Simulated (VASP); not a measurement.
Band structure of BaHfO$_{3}$ (cubic perovskite). Method: PBEsol GGA with spin-orbit coupling, VASP's PBE PAW potentials (set 64) (plane waves; VASP 6.6.1).

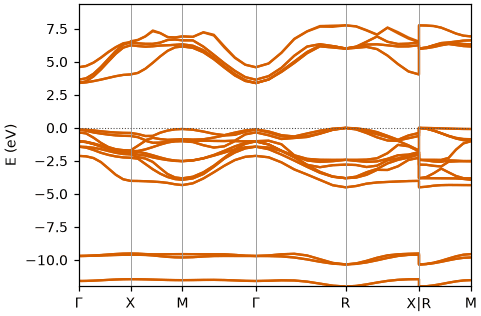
*Bands along high-symmetry lines, zero at the valence-band maximum or, without a gap, the Fermi level*

### Question
Read the plot: is there a gap, and where are the band edges?

### Answer
The gap is indirect, 3.39 eV, from the valence maximum at R to the conduction minimum at Γ.

The compound is BaHfO3 in the cubic perovskite structure. It was relaxed first.
